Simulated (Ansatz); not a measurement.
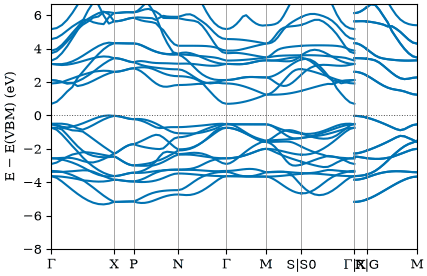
Band structure from DFT-PBE in the program Ansatz with PAW potentials

Question: Read off the gap and where the band edges lie.

Answer: About 0.7 eV (0.70 eV by a search for the band edges); maximum on the Γ–X line, 92 % of the way from Γ, minimum at Γ.

The material is HfS2 (anatase, space group No. 141).

Space group I4_1/amd (anatase). A made-up cell: these elements were put on the sites of a structure type; neither database checked (COD, Materials Project) lists it. Its standing as an ambient phase is unchecked. The cell was relaxed with PBE under the symmetry of its start; its stability against distortions is not shown here. The run is not spin-polarised. Scalar-relativistic: spin–orbit coupling is off unless named, which matters more the heavier the elements.

Potentials: the later of the program's two PAW sets.
